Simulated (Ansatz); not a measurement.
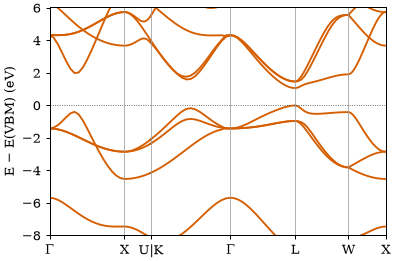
Fig. 1. Band structure from r²SCAN+D4 (plane waves, PAW; program Ansatz)

Problem. Read off the gap and where the band edges lie.

Solution. About 1.1 eV (1.06 eV by a search for the band edges); maximum at L, minimum at L.

Problem. Which of these materials gives this?
A. TePb, rock salt
B. PbS, rock salt
C. Tl3CrF6, Fm-3m (Cr on 4a, Tl on 8c, Tl on 4b, F on 24e)

Solution. A, TePb, rock salt

The cell was relaxed with r²SCAN+D4 under the symmetry of its start. Spin–orbit coupling is left out wherever it is not named.

Potentials: the later of the program's two PAW sets.
